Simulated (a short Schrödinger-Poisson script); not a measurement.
System: symmetric double-gate stack, SiO2 on p-type Si(100), at 300 K.

| layer | material | thickness (nm) | Na (cm⁻³) |
|---|---|---|---|
| 1 | SiO2 | 1.8 | - |
| 2 | Si | 10 | 5e15 |
| 3 | SiO2 | 1.8 | - |

Constants are typed, rounded textbook-type inputs, not results; the design itself was drawn at random and stands for no fabricated device. SiO2: permittivity 3.9, conduction-band edge (eV) 3.15, gap (eV) 9, electron mass (mₑ) 0.5. Si: permittivity 11.7, conduction-band edge (eV) 0, gap (eV) 1.124, Nv at 300 K (cm⁻³) 3.1e19.

Channel valleys (confinement mass, in-plane density-of-states mass, number): Δ2 0.916, 0.19, 2; Δ4 0.19, 0.417, 4. At the gates, both at one voltage, the conduction-band edge of layer 1 lies 3.24 eV − eVg above the Fermi level of the channel. Gaps are held at their typed values at every temperature. Mesh 0.03 nm at interfaces.

From a short Schrödinger-Poisson script (our own, NumPy): 1D Poisson equation in equilibrium, electrons quantum, Hartree (BenDaniel-Duke, 12 states a valley, the channel's in-plane mass for all, wave functions ending at the dielectric), parabolic valleys, classical holes, full ionisation, no traps, pinning or gate leakage.

Only gate voltages with over 1e8 electrons/cm² are shown.

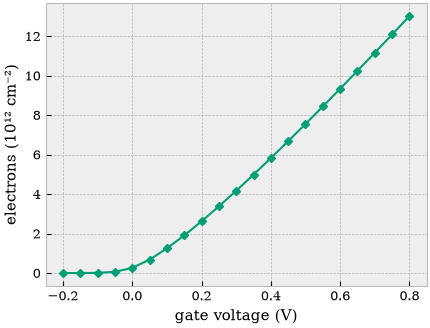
*Sheet density against gate voltage*

```csv
Vg (V),electrons (cm⁻²),C (μF/cm²),Δ2 E0 (meV),Δ2 E1 (meV),Δ4 E0 (meV),Δ4 E1 (meV)
-0.2,2.17e8,< 0.003,294.4,306.7,310.1,369.5
-0.15,1.49e9,0.00940,244.5,256.8,260.2,319.5
-0.1,1.01e10,0.0624,195.0,207.3,210.7,270.0
-0.05,6.18e10,0.339,148.3,160.3,164.0,223.1
0,2.64e11,1.01,110.9,122.1,126.7,184.9
0.05,6.80e11,1.62,86.7,96.3,102.6,159.2
0.1,1.25e12,1.99,71.0,78.7,87.5,142.0
0.15,1.90e12,2.21,59.9,65.7,77.2,129.6
0.2,2.62e12,2.37,51.0,55.2,69.9,120.1
0.25,3.38e12,2.48,43.5,46.5,64.2,112.5
0.3,4.17e12,2.58,36.7,38.9,59.8,106.2
0.35,4.98e12,2.65,30.6,32.2,56.1,100.9
0.4,5.82e12,2.72,25.0,26.1,53.1,96.4
0.45,6.68e12,2.77,19.8,20.6,50.6,92.4
0.5,7.55e12,2.82,14.9,15.5,48.4,89.0
0.55,8.44e12,2.86,10.2,10.7,46.5,85.9
0.6,9.33e12,2.89,5.9,6.2,44.8,83.1
0.65,1.02e13,2.92,1.8,2.0,43.3,80.6
0.7,1.12e13,2.95,-2.2,-2.0,41.9,78.3
0.75,1.21e13,2.98,-6.0,-5.8,40.6,76.1
0.8,1.30e13,3.00,-9.6,-9.4,39.4,74.2
```

Subbands count from the Fermi level. The capacitance is that of both gates.
